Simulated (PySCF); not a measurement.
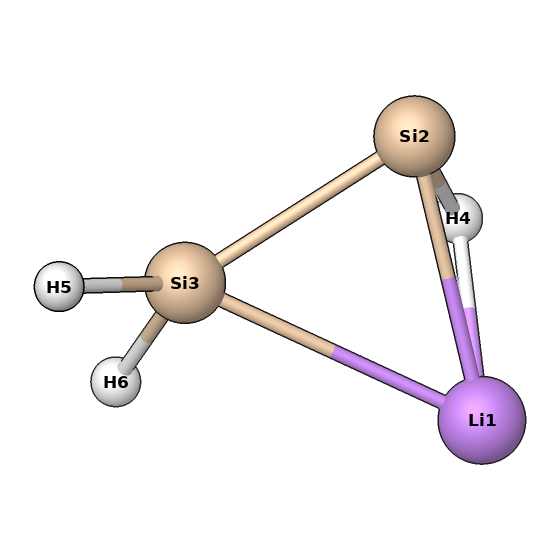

The atoms are numbered. The geometry was computed by an optimisation with PBE-D4/def2-SVP. No frequency run is at hand to confirm it as a minimum.

How are the neighbours of atom 2 arranged?

Answer. Si2 has 3 neighbours (Li1 at 2.46, Si3 at 2.23, H4 at 1.61 Å); the arrangement is trigonal pyramidal.

What is the geometry at Li1?

Answer. Li1 has 3 neighbours (Si2 at 2.46, Si3 at 2.72, H4 at 1.87 Å); the arrangement is trigonal pyramidal.

What is the dihedral angle Si3–Si2–H4–Li1?

Answer. 69° in size, that is gauche.
